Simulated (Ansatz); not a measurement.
**Lattice dynamics of Ta2C monolayer**

Aim: the vibrations of Ta2C monolayer, their spectra, and whether the structure is stable.

Main program and level: Ansatz 0.2.0; DFT PBEsol, scalar-relativistic, plane waves, PAW; PAW set soft_1.

### 1. Starting point

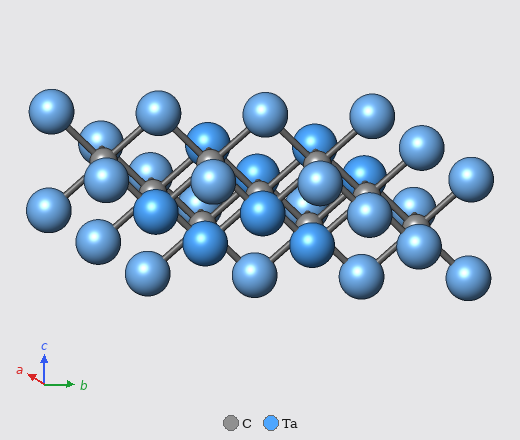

The cell as given, from a free direction (carbon grey, tantalum blue). 2×2×1 cells are drawn. Some periodic images of atoms are drawn too.

The cell holds 3 atoms: 1 C and 2 Ta. Its edges and angles: a = 3.100 Å, b = 3.100 Å, c = 20.000 Å, α = 90.0°, β = 90.0°, γ = 120.0°. It derives from Ta2C. Vacuum lies along c.

Coordinates:

```cif
data_structure
_symmetry_space_group_name_H-M 'P 1'
_symmetry_Int_Tables_number 1
_cell_length_a 3.1000
_cell_length_b 3.1000
_cell_length_c 20.0000
_cell_angle_alpha 90.000
_cell_angle_beta 90.000
_cell_angle_gamma 120.000
_cell_volume 166.45
loop_
_atom_site_label
_atom_site_type_symbol
_atom_site_fract_x
_atom_site_fract_y
_atom_site_fract_z
_atom_site_occupancy
C1 C 0.00000 0.00000 0.50000 1
Ta2 Ta 0.33333 0.66667 0.56000 1
Ta3 Ta 0.66667 0.33333 0.44000 1
```

### 2. Relaxation

The cell and atoms are relaxed, since residual forces and stress would shift the frequencies.

The program solves this slab on a cell height of its own, 28.6 Å, in place of the one typed.

input.yaml reads:

```yaml
crystal:
  lattice:
    - [3.1, 0.0, 0.0]
    - [-1.55, 2.68468, 0.0]
    - [0.0, 0.0, 20.0]
  atoms:
    - { symbol: C, position: [0.0, 0.0, 0.5] }
    - { symbol: Ta, position: [0.333333, 0.666667, 0.56] }
    - { symbol: Ta, position: [0.666667, 0.333333, 0.44] }
  periodic: [true, true, false]
kpoints:
  mp_grid: { grid: [15, 15, 1] }
hamiltonian:
  xc: pbesol
  pseudopotentials: { kind: paw, azcp: { folder: soft_1 }, xc_functional: pbe }
scf:
  occupations: { method: gaussian, width: 0.1 }
output:
  forces: true
  stress: true
  eigenvalues: true
relax:
  adjacent_minimum: "off"
  f_tol: 0.005
  max_steps: 80
  cell: { stress_2d_tol: 0.02 }
```

On the command line:

```bash
$ ansatz run input.yaml --threads 4 --pin off --max-ram 16384MiB --backend cpu --events-out ev --progress --plain --runs-dir out
```

Numbers of over 12 decimals in the logs are rounded to 6 here.

Output:

```text
Warning: crystal.periodic: the lattice vector that does not repeat stood 0.000° off the slab's normal, 20.000 Å along it as the deck builds it. The run solves the slab on a vector along the normal, 28.600 Å long, with every atom where it was (on the deck's vector they left 17.60 Å outside them, and the widest stretch free of ions among them is 1.20 Å). A fractional position that the run reports is one of the run's ce [...]
Warning: the atoms were moved onto the symmetric positions of the space group found under crystal.symmetry.tolerance 1.0e-5 (fractional; no operation is sought that the atoms, as they stand in a round, miss by more than twice it, and no atom is moved by as much as it), and the run uses the moved positions. Before a round's move an operation carried an atom to 3.10e-6 Å from where it should land, the largest such dist [...]
crystal.periodic: the lattice vector that does not repeat stood 0.000° off the slab's normal, 20.000 Å along it as the deck builds it. The run solves the slab on a vector along the normal, 28.600 Å long, with every atom where it was (on the deck's vector they left 17.60 Å outside them, and the widest stretch free of ions among them is 1.20 Å). A fractional position that the run reports is one of the run's cell, which [...]
Engine: ansatz 0.2.0, aarch64-unknown-linux-gnu
Pseudopotentials: kind: paw
Pseudopotential: C, paw, valence charge 4, recommended cutoff 420 eV (normal), soft_1/C.paw.azcp
Pseudopotential: Ta, paw, valence charge 13, recommended cutoff 420 eV (normal), soft_1/Ta.paw.azcp
Functional definition: PBEsol
  exchange = pbesol_x
  correlation = pbesol_c
Crystal: 3 atoms, lattice volume = 238.024 Å³
Basis set: ecut = 420 eV, 4631 PW (Γ), exchange–correlation on 48×48×384 points (8 copies of the dense FFT grid, shifted against one another)
Bands: 19, of which v1, the nominal top of the filled ones, is band 15 counted from 1 (14 counted from 0)
Symmetry: 12 space group operations
Space group: P-3m1 (ITA 164), of the structure as read, at distance tolerance 6.2e-5 Å
k-points: 27 of 225
Non-local potential: C, projectors of the file, l = 0: 2, l = 1: 2, l = 2: 1
Non-local potential: Ta, projectors of the file, l = 0: 3, l = 1: 2, l = 2: 2, l = 3: 1
PAW form: soft (Blöchl's): semilocal exchange-correlation on the pseudo side does not see the compensation charge
PAW frozen core: C, regenerated for the run's functional, and the local potential with it (the file was generated under x = pbe(κ = 0.804, μ = 0.219515), c = pbe(β = 0.066725))
PAW frozen core: Ta, regenerated for the run's functional, and the local potential with it (the file was generated under x = pbe(κ = 0.804, μ = 0.219515), c = pbe(β = 0.066725))
PAW one-centre angular grid: C, 110 points (default); XC on 64 Gauss nodes
PAW one-centre angular grid: Ta, 590 points (default); XC on 64 Gauss nodes
Initial density: superposition of atomic densities (neutral atoms: chi_scale 0, normalization atom)
Initial wavefunctions: pseudopotential atomic-orbital guess
Functional: x = pbesol(κ = 0.804, μ = 0.123457), c = pbesol(β = 0.046)
SCF iter   1: F=—  HF=-19864.092590 eV  |F-HF|=—  |Δ(HF+E_count)|=         —  Δρ=4.96e-2  dr2=1.77e1  ethr=3.10e-3  ⟨swp⟩=11.6  Hψ=4203  notcnv=0
preconditioner: auto → LDOS  [metal: Δε(μ)=0.029 eV  Ē_g=7.885 eV  σ=0.100 eV  W_gap=0.16  n_scr=16 (ndim 8)  ℏωp=9.0 eV  f_vac=0.739  D(μ)=2.67/eV (n_scr^D=12)  β→1.0]
SCF iter   2: F=—  HF=-19861.179487 eV  |F-HF|=—  |Δ(HF+E_count)|=    2.91e0  Δρ=3.01e-2  dr2=3.92e0  ethr=3.10e-3  ⟨swp⟩=5.8  Hψ=2042  notcnv=0
SCF iter   3: F=—  HF=-19860.443358 eV  |F-HF|=—  |Δ(HF+E_count)|=   7.36e-1  Δρ=5.33e-3  dr2=2.04e-1  ethr=3.10e-3  ⟨swp⟩=3.3  Hψ=1436  notcnv=0
SCF iter   4: F=—  HF=-19860.409454 eV  |F-HF|=—  |Δ(HF+E_count)|=   3.39e-2  Δρ=1.80e-3  dr2=9.09e-3  ethr=6.81e-4  ⟨swp⟩=3.5  Hψ=1362  notcnv=0
SCF iter   5: F=—  HF=-19860.407677 eV  |F-HF|=—  |Δ(HF+E_count)|=   1.78e-3  Δρ=4.10e-4  dr2=7.96e-4  ethr=3.03e-5  ⟨swp⟩=4.4  Hψ=1291  notcnv=0
SCF iter   6: F=—  HF=-19860.407748 eV  |F-HF|=—  |Δ(HF+E_count)|=   7.11e-5  Δρ=1.37e-4  dr2=7.92e-5  ethr=2.65e-6  ⟨swp⟩=3.1  Hψ=950  notcnv=0
SCF iter   7: F=—  HF=-19860.407896 eV  |F-HF|=—  |Δ(HF+E_count)|=   1.48e-4  Δρ=2.85e-5  dr2=3.23e-6  ethr=2.64e-7  ⟨swp⟩=3.4  Hψ=1047  notcnv=0
SCF iter   8: F=—  HF=-19860.407897 eV  |F-HF|=—  |Δ(HF+E_count)|=   1.16e-6  Δρ=1.11e-5  dr2=3.28e-7  ethr=1.08e-8  ⟨swp⟩=4.1  Hψ=1232  notcnv=0
iter 9 did not close the SCF: its close was put off until two iterations running show no level that it waits for move by more than its bar (scf_convergence_deferred on its scf_iter line)
SCF iter   9: F=-19860.407897 eV  HF=-19860.407897 eV  |F-HF|=2.78e-8  |Δ(HF+E_count)|=   1.67e-7  Δρ=2.38e-6  dr2=1.19e-8  ethr=3.33e-10  ⟨swp⟩=13.9  Hψ=4036  notcnv=0
iter 10 did not close the SCF: its close was put off until two iterations running show no level that it waits for move by more than its bar (scf_convergence_deferred on its scf_iter line)
SCF iter  10: F=-19860.407897 eV  HF=-19860.407897 eV  |F-HF|=3.26e-9  |Δ(HF+E_count)|=   3.00e-8  Δρ=2.99e-7  dr2=1.97e-10  ethr=3.98e-11  ⟨swp⟩=3.1  Hψ=2001  notcnv=0
SCF iter  11: F=-19860.407897 eV  HF=-19860.407897 eV  |F-HF|=1.82e-10  |Δ(HF+E_count)|=   3.07e-9  Δρ=6.15e-8  dr2=8.23e-12  ethr=1.00e-12  ⟨swp⟩=2.8  Hψ=2043  notcnv=0
SCF 1 converged in 11 iterations: F = -19860.407897 eV  dr2 = 8.23e-12
  greatest PAW one-centre occupation: 0.999 electrons in one spin orbital (limit 2), on the Ta atom at site 2 (counted from 0), in its partial waves of l = 0
relax step   1: F+E_penalty+E_count = -19860.40789699 eV  Δ(F+E_penalty+E_count) = +0.000e0 eV  max|allowed force component| = 2.597e-1 eV/Å  Δτ_max = 0.0000 Å  P = -4.579 N/m  Ω = 238.024 Å³  fix = [c, alpha, beta]  reactions: c +0.000 N/m  (11 SCF iters, dr2 threshold 1.00e-7 eV, accepted)
Crystal: 3 atoms, lattice volume = 226.117 Å³
Basis set: ecut = 420 eV, 4355 PW (Γ), exchange–correlation on 48×48×384 points (8 copies of the dense FFT grid, shifted against one another)
Initial density: handed on by an earlier stage of this run
Initial wavefunctions: those handed on with the density
iter 1 solved again at ethr=8.26e-5 eV; its pass at ethr=3.10e-3 eV (dr2=2.48e-2 eV) is discarded
SCF iter   1: F=—  HF=-19860.421951 eV  |F-HF|=—  |Δ(HF+E_count)|=         —  Δρ=2.86e-3  dr2=2.86e-2  ethr=8.26e-5  ⟨swp⟩=3.7  Hψ=5675  notcnv=0
preconditioner: auto → LDOS  [metal: Δε(μ)=0.068 eV  Ē_g=6.589 eV  σ=0.100 eV  W_gap=0.35  n_scr=16 (ndim 8)  ℏωp=9.2 eV  f_vac=0.739  D(μ)=2.20/eV (n_scr^D=12)  β→1.0]
[...]
SCF iter   6: F=—  HF=-19860.414692 eV  |F-HF|=—  |Δ(HF+E_count)|=   2.37e-7  Δρ=1.14e-5  dr2=4.84e-7  ethr=2.60e-8  ⟨swp⟩=3.8  Hψ=1151  notcnv=0
SCF iter   7: F=-19860.414692 eV  HF=-19860.414692 eV  |F-HF|=1.38e-7  |Δ(HF+E_count)|=   5.05e-7  Δρ=3.65e-6  dr2=5.23e-8  ethr=1.00e-9  ⟨swp⟩=12.7  Hψ=3407  notcnv=0
SCF 2 converged in 7 iterations: F = -19860.414692 eV  dr2 = 5.23e-8
relax step   2: F+E_penalty+E_count = -19860.41469221 eV  Δ(F+E_penalty+E_count) = -6.795e-3 eV  max|allowed force component| = 2.508e-1 eV/Å  Δτ_max = 0.0262 Å  P = +3.518 N/m  Ω = 226.117 Å³  energy of the carried Pulay correction = +1.478e-3 eV  fix = [c, alpha, beta]  reactions: c +0.000 N/m  (7 SCF iters, dr2 threshold 3.00e-7 eV, accepted)
Crystal: 3 atoms, lattice volume = 231.942 Å³
Basis set: ecut = 420 eV, 4499 PW (Γ), exchange–correlation on 48×48×384 points (8 copies of the dense FFT grid, shifted against one another)
iter 1 solved again at ethr=1.65e-5 eV; its pass at ethr=3.10e-3 eV (dr2=4.95e-3 eV) is discarded
SCF iter   1: F=—  HF=-19860.441323 eV  |F-HF|=—  |Δ(HF+E_count)|=         —  Δρ=1.38e-3  dr2=4.54e-3  ethr=1.65e-5  ⟨swp⟩=5.0  Hψ=5523  notcnv=0
preconditioner: auto → LDOS  [insulator: Δε(μ)=0.101 eV  Ē_g=6.471 eV  σ=0.100 eV  W_gap=0.50  n_scr=16 (ndim 8)  ℏωp=9.1 eV  f_vac=0.742  D(μ)=2.08/eV (n_scr^D=10)  ε∞_Penn≈3.0  β→1.0]
SCF iter   2: F=—  HF=-19860.440411 eV  |F-HF|=—  |Δ(HF+E_count)|=   9.13e-4  Δρ=8.48e-4  dr2=2.08e-3  ethr=1.51e-5  ⟨swp⟩=3.5  Hψ=1116  notcnv=0
SCF iter   3: F=—  HF=-19860.439928 eV  |F-HF|=—  |Δ(HF+E_count)|=   4.82e-4  Δρ=1.70e-4  dr2=6.65e-5  ethr=6.95e-6  ⟨swp⟩=3.4  Hψ=1044  notcnv=0
SCF iter   4: F=—  HF=-19860.440071 eV  |F-HF|=—  |Δ(HF+E_count)|=   1.43e-4  Δρ=4.30e-5  dr2=6.64e-6  ethr=2.22e-7  ⟨swp⟩=3.8  Hψ=1133  notcnv=0
SCF iter   5: F=—  HF=-19860.440073 eV  |F-HF|=—  |Δ(HF+E_count)|=   1.13e-6  Δρ=1.52e-5  dr2=1.84e-6  ethr=2.21e-8  ⟨swp⟩=4.0  Hψ=1222  notcnv=0
SCF iter   6: F=-19860.440073 eV  HF=-19860.440072 eV  |F-HF|=7.32e-8  |Δ(HF+E_count)|=   1.43e-7  Δρ=5.29e-6  dr2=1.04e-7  ethr=1.00e-9  ⟨swp⟩=10.1  Hψ=3857  notcnv=0
SCF 3 converged in 6 iterations: F = -19860.440073 eV  dr2 = 1.04e-7
relax step   3: F+E_penalty+E_count = -19860.44007253 eV  Δ(F+E_penalty+E_count) = -2.538e-2 eV  max|allowed force component| = 2.777e-2 eV/Å  Δτ_max = 0.0213 Å  P = -0.265 N/m  Ω = 231.942 Å³  energy of the carried Pulay correction = +7.456e-4 eV  fix = [c, alpha, beta]  reactions: c -0.000 N/m  (6 SCF iters, dr2 threshold 3.00e-7 eV, accepted)
[...]
relax step   4: F+E_penalty+E_count = -19860.44020223 eV  Δ(F+E_penalty+E_count) = -1.297e-4 eV  max|allowed force component| = 6.229e-3 eV/Å  Δτ_max = 0.0002 Å  P = -0.030 N/m  Ω = 231.663 Å³  energy of the carried Pulay correction = +7.803e-4 eV  fix = [c, alpha, beta]  reactions: c -0.000 N/m  (4 SCF iters, dr2 threshold 1.14e-7 eV, accepted)
[...]
relax step   5: F+E_penalty+E_count = -19860.44020698 eV  Δ(F+E_penalty+E_count) = -4.754e-6 eV  max|allowed force component| = 2.140e-4 eV/Å  Δτ_max = 0.0002 Å  P = -0.000 N/m  Ω = 231.640 Å³  energy of the carried Pulay correction = +7.832e-4 eV  fix = [c, alpha, beta]  reactions: c -0.000 N/m  (4 SCF iters, dr2 threshold 2.42e-9 eV, accepted)
Initial wavefunctions: pseudopotential atomic-orbital guess (no wavefunctions were taken with the density)
iter 1 solved again at ethr=1.06e-7 eV; its pass at ethr=3.10e-3 eV (dr2=3.19e-5 eV) is discarded
SCF iter   1: F=—  HF=-19860.439385 eV  |F-HF|=—  |Δ(HF+E_count)|=         —  Δρ=2.86e-5  dr2=2.48e-7  ethr=1.06e-7  ⟨swp⟩=7.7  Hψ=6832  notcnv=0
preconditioner: auto → LDOS  [metal: Δε(μ)=0.100 eV  Ē_g=6.490 eV  σ=0.100 eV  W_gap=0.50  n_scr=16 (ndim 8)  ℏωp=9.1 eV  f_vac=0.742  D(μ)=2.04/eV (n_scr^D=10)  β→1.0]
SCF iter   2: F=—  HF=-19860.439514 eV  |F-HF|=—  |Δ(HF+E_count)|=   1.30e-4  Δρ=4.64e-6  dr2=5.28e-8  ethr=8.28e-10  ⟨swp⟩=4.0  Hψ=1353  notcnv=0
SCF iter   3: F=—  HF=-19860.439514 eV  |F-HF|=—  |Δ(HF+E_count)|=   2.19e-9  Δρ=2.42e-6  dr2=1.79e-8  ethr=1.76e-10  ⟨swp⟩=3.9  Hψ=1145  notcnv=0
SCF iter   4: F=—  HF=-19860.439514 eV  |F-HF|=—  |Δ(HF+E_count)|=   2.00e-9  Δρ=8.56e-7  dr2=2.01e-9  ethr=5.95e-11  ⟨swp⟩=3.0  Hψ=804  notcnv=0
SCF iter   5: F=—  HF=-19860.439514 eV  |F-HF|=—  |Δ(HF+E_count)|=   1.23e-9  Δρ=1.96e-7  dr2=1.18e-10  ethr=6.70e-12  ⟨swp⟩=3.4  Hψ=982  notcnv=0
SCF iter   6: F=-19860.439514 eV  HF=-19860.439514 eV  |F-HF|=6.91e-11  |Δ(HF+E_count)|=  9.82e-11  Δρ=3.64e-8  dr2=3.00e-12  ethr=1.00e-12  ⟨swp⟩=13.5  Hψ=4764  notcnv=0
SCF 6 converged in 6 iterations: F = -19860.439514 eV  dr2 = 3.00e-12
relax step   6: F+E_penalty+E_count = -19860.43951445 eV  Δ(F+E_penalty+E_count) = +6.925e-4 eV  max|allowed force component| = 3.050e-4 eV/Å  Δτ_max = 0.0000 Å  P = -0.013 N/m  Ω = 231.640 Å³  fix = [c, alpha, beta]  reactions: c -0.000 N/m  stress off target by 1.33e-2 N/m on what of the cell is left free  SCF on the basis re-selected at this cell (its energy is not comparable with the rows above)  (6 SCF iters)
basis re-selected at this cell: Δ(F+E_penalty+E_count) = +6.925e-4 eV, ΔP = -0.013 N/m vs the last step (what re-selecting the basis moved, of the pressure what is left beyond the Pulay correction that the steps carried, after the strain that the cell walked since its last selection, with what the two solves' SCF thresholds leave and, on support functions, any second-order correction that the steps lacked; it is no m [...]
SCF converged after 6 iterations
Free energy (F): -19860.439514 eV
Harris-Foulkes:  -19860.439514 eV  (|F-HF|=6.91e-11)
Internal energy: -19860.429305 eV  (E = F + TS)
E sigma→0 (E₀):  -19860.434410 eV
Entropy (-TS):   -0.010209 eV (-3.403 meV/atom)
Fermi energy:    -4.856023 eV
--- Per-component energies (eV) ---
  E_band       = -896.233720
  E_kinetic    = 872.273968
  E_local      = -58960.812434  (includes V_loc(G=0)·N_el)
  E_nonlocal   = 6.619069
  E_hartree    = 28963.496482
  E_xc         = -683.441389
  E_vxc        = -523.511608  (∫ρ·V_xc dr)
  E_paw        = -16458.764830  (= ΣΔE_a)
  E_vpaw       = -217.795781  (= ΣTr[D̂ρ^β])
  E_aug_tail   = 0.000198  (compensation charges beyond the density's cutoff)
  E_ewald      = 26399.751105
  E_core_change = 0.448526  (= ΣΔE_core)
  E_smearing   = -0.010209  (= −TS)
  E_closure    = 0.000000  (closes the sum)
  Σ components = -19860.439514   (vs F -19860.439514, Δ=0.00e0)
--- Forces (eV/Å), atoms counted from 1 ---
  atom   1  C     -0.00000000     0.00000000     0.00000000
  atom   2  Ta    -0.00000000     0.00000000     0.00030497
  atom   3  Ta     0.00000000     0.00000000    -0.00030497
  max |Σ_I F_I| component: 9.25e-18 eV/Å
--- 2D stress c σ (N/m, compression-positive) ---
       -0.013313      -0.000000       0.000000
        0.000000      -0.013313       0.000000
        0.000000       0.000000      -0.000000
  P = ½ c Tr σ = -0.0133 N/m
--- Band table (eV; the first three rows and the last of 27) ---
  k-point 0: bands = [... 11 lower, -9.1291, -6.6043, -5.6746, -5.4563, -4.9329, -4.9329, -2.9922, -2.9922]
  k-point 1: bands = [... 11 lower, -9.1049, -6.5318, -5.7920, -5.3333, -5.0895, -4.8202, -3.2359, -3.0720]
  k-point 2: bands = [... 11 lower, -9.0508, -6.4414, -6.0781, -5.5234, -4.9768, -4.5010, -3.4622, -3.1192]
  k-point 26: bands = [... 11 lower, -9.1348, -5.8495, -5.7180, -5.7180, -4.3156, -2.3175, -2.3175, -1.2628]
--- Relaxed structure (5 steps of the walk, 5 accepted, 1 SCFs on fresh bases) ---
  F+E_penalty+E_count = -19860.43951445 eV   max|allowed force component| = 3.050e-4 eV/Å   (the final SCF, on the basis selected at the relaxed cell)
  cell:  # Å, volume = 231.6402 Å³
    - [3.058149, 0, 0]
    - [-1.529075, 2.648435, 0]
    - [0, 0, 28.6]
  atoms:
    - { symbol: C, position: [0, 0, 0.349650] }
    - { symbol: Ta, position: [0.333333, 0.666667, 0.391770] }
    - { symbol: Ta, position: [0.666667, 0.333333, 0.307530] }
```

Run time: 18 s. Hardware: 4 threads of Arm Neoverse V1, shared host; peak memory 0.58 GiB; 67 s of CPU time.

Relaxation path:

```csv
step,energy less that of the first step (eV),largest force component (eV/Å),volume (Å³)
1,0.0000,0.2597,238.02
2,-0.0068,0.2508,226.12
3,-0.0322,0.0278,231.94
4,-0.0323,0.0062,231.66
5,-0.0323,0.0002,231.64
6*,-0.0316,0.0003,231.64
```

Relaxation steps marked * repeat the geometry before them on a plane-wave basis chosen anew for their cell, so energy and pressure can jump there.

Forces are held to the 12 operations that the run works with; a distortion that breaks them can't arise in this run.

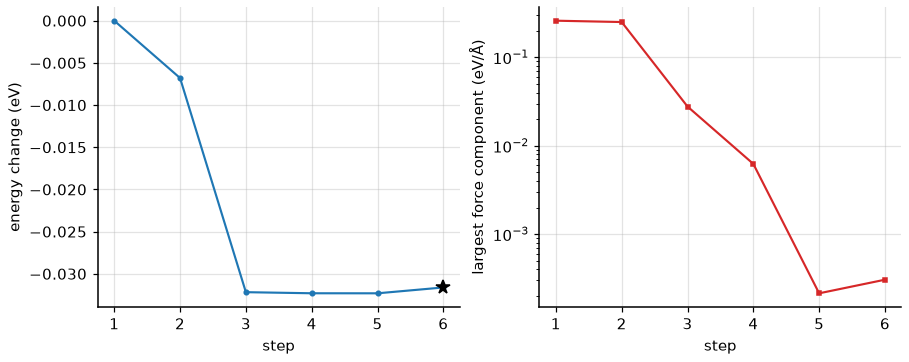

Energy and largest force along the relaxation. Stars mark steps on a basis chosen anew.

```csv
cell as run,before,after,change
a (Å),3.100,3.058,-1.4 %
b (Å),3.100,3.058,-1.4 %
```

Final coordinates:

```xyz
3
Lattice="3.0581 0.0000 0.0000 -1.5291 2.6484 0.0000 0.0000 0.0000 28.6000" Properties=species:S:1:pos:R:3
C     0.0000    0.0000   10.0000
Ta    0.0000    1.7656   11.2046
Ta    1.5291    0.8828    8.7954
```

This step gave:

```yaml
gap_on_the_k_mesh: 0 eV
area_per_atom: 2.7 Å²
```

The relaxation ends with a largest force component of 3.0e-4 eV/Å.

### 3. Relaxing to small forces for the phonons

Phonons need a cell at rest on their own settings, so the relaxation is repeated with tight tolerances on forces and stress, using the mesh and the filling of the phonon run that follows.

input.yaml, the sections that differ from step 2:

```yaml
crystal:
  lattice:
    - [3.0581490808, 0.0, 0.0]
    - [-1.5290745404, 2.6484347926, 0.0]
    - [0.0, 0.0, 28.6]
  atoms:
    - { symbol: C, position: [0.0, 0.0, 0.3496503497] }
    - { symbol: Ta, position: [0.3333333333, 0.6666666667, 0.3917702986] }
    - { symbol: Ta, position: [0.6666666667, 0.3333333333, 0.3075304007] }
  periodic: [true, true, false]
kpoints:
  mp_grid: { grid: [18, 18, 1] }
scf:
  occupations: { method: methfessel_paxton, width: 0.2 }
relax:
  adjacent_minimum: "off"
  f_tol: 0.001
  max_steps: 60
  cell: { stress_2d_tol: 0.002 }
# hamiltonian, output: as in step 2
```

Output:

```text
[...]
Crystal: 3 atoms, lattice volume = 231.640 Å³
Basis set: ecut = 420 eV, 4499 PW (Γ), exchange–correlation on 48×48×384 points (8 copies of the dense FFT grid, shifted against one another)
Bands: 19, of which v1, the nominal top of the filled ones, is band 15 counted from 1 (14 counted from 0)
Symmetry: 12 space group operations
[...]
k-points: 37 of 324
[...]
k-point 36: bands = [... 11 lower, -9.1387, -5.8535, -5.7216, -5.7216, -4.3198, -2.3183, -2.3183, -1.2645]
--- Relaxed structure (3 steps of the walk, 3 accepted, 1 SCFs on fresh bases) ---
[...]
cell:  # Å, volume = 231.5728 Å³
    - [3.057704, 0, 0]
    - [-1.528852, 2.648049, 0]
    - [0, 0, 28.6]
  atoms:
    - { symbol: C, position: [0, 0, 0.349650] }
    - { symbol: Ta, position: [0.333333, 0.666667, 0.391769] }
    - { symbol: Ta, position: [0.666667, 0.333333, 0.307532] }
[key lines of the parts left out:]
SCF converged after 7 iterations
Free energy (F): -19860.435711 eV
Fermi energy:    -4.866590 eV
P = ½ c Tr σ = -0.0000 N/m
```

The job ended after 15 s (4 threads; peak memory 0.6 GiB).

Little changed from the start: no atom moved by 0.005 Å and no cell edge by 0.1 %.

This step gave:

```yaml
area_per_atom: 2.699 Å²
```

The largest force component left is 0.15 meV/Å, within the tolerances set.

(Continued in part 2 of 2.)

[Logs are printed without paths, hosts, clocks, repeated set-up lines and the standing remarks that a program may print on its own settings, such as how far it seeks lower states.]

[Hosts, paths, dates, database ids (printed as entryN), source tags and the programs' standing remarks are cut or masked in the printed files.]
